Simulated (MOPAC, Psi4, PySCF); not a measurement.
Intermolecular potential of C2H6O ··· H3B (SMILES COC and B), singlet. Monomers: optimised at B3LYP-D3(BJ) (def2-TZVP), held rigid. Orientation: lowest of the rigid-body minima from ten starts at GFN2-xTB (searched outside a hard wall at short contacts). The monomers approach along the line of their centres of mass (distance R); nothing else relaxes. The shortest distances reach bonding range, where SAPT0 and rigid monomers are unreliable.

Geometry at R = 2.34 Å (first 9 atoms: monomer A):
```
13

C     -1.1341    -0.1636    -0.2497
O      0.1762    -0.5560    -0.5890
C      1.1536     0.1018     0.1842
H     -1.2851     0.9125    -0.4091
H     -1.3631    -0.3932     0.7997
H     -1.8176    -0.7172    -0.8917
H      1.0325    -0.1152     1.2540
H      2.1273    -0.2595    -0.1435
H      1.1102     1.1904     0.0451
B      0.5034    -0.3002    -2.5032
H      0.3497     0.8742    -2.3941
H      1.5866    -0.7732    -2.3699
H     -0.4259    -1.0015    -2.7468
```

Computed with: RHF/6-31G* = restricted Hartree-Fock/6-31G*, spherical d, no counterpoise correction in PySCF 2.14.0; HF/aug-cc-pVDZ, counterpoise-corrected (Psi4); AM1, restricted, heats of formation (MOPAC); SCS-MP2/aug-cc-pVDZ = DF-SCS-MP2/aug-cc-pVDZ, frozen core, counterpoise-corrected in Psi4 1.11; PBE-D3(BJ)/def2-TZVP, counterpoise-corrected (Psi4).

Interaction energies in kcal/mol (negative: bound); R is the distance of the centres of mass, d the O2···B10 distance.

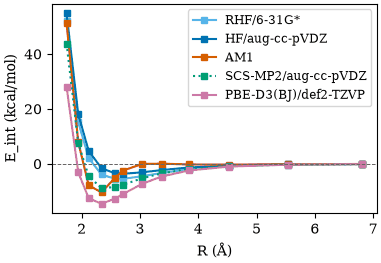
Figure. Interaction energy against separation.

| R / Å | d / Å | RHF/6-31G* | HF/aug-cc-pVDZ | AM1 | SCS-MP2/aug-cc-pVDZ | PBE-D3(BJ)/def2-TZVP |
|---|---|---|---|---|---|---|
| 1.74 | 1.37 | 52.09 | 54.86 | 51.37 | 43.83 | 28.10 |
| 1.94 | 1.57 | 15.24 | 18.13 | 7.95 | 7.66 | -3.10 |
| 2.12 | 1.74 | 2.04 | 4.66 | -7.89 | -4.62 | -12.56 |
| 2.34 | 1.96 | -3.90 | -1.62 | -10.40 | -8.82 | -14.58 |
| 2.57 | 2.19 | -5.47 | -3.46 | -5.14 | -8.50 | -12.68 |
| 2.71 | 2.32 | -5.47 | -3.64 | -2.45 | -7.58 | -11.00 |
| 3.04 | 2.65 | -4.52 | -3.11 | -0.05 | -5.27 | -7.28 |
| 3.37 | 2.98 | -3.34 | -2.28 | 0.04 | -3.49 | -4.63 |
| 3.84 | 3.45 | -2.00 | -1.36 | -0.24 | -1.91 | -2.44 |
| 4.53 | 4.13 | -0.82 | -0.64 | -0.29 | -0.83 | -1.01 |
| 5.54 | 5.14 | -0.26 | -0.25 | -0.16 | -0.30 | -0.32 |
| 6.81 | 6.41 | -0.10 | -0.10 | -0.07 | -0.11 | -0.10 |

Lowest grid point: RHF/6-31G* -5.47 kcal/mol at R = 2.71 Å; HF/aug-cc-pVDZ -3.64 kcal/mol at R = 2.71 Å; AM1 -10.40 kcal/mol at R = 2.34 Å; SCS-MP2/aug-cc-pVDZ -8.82 kcal/mol at R = 2.34 Å; PBE-D3(BJ)/def2-TZVP -14.58 kcal/mol at R = 2.34 Å.
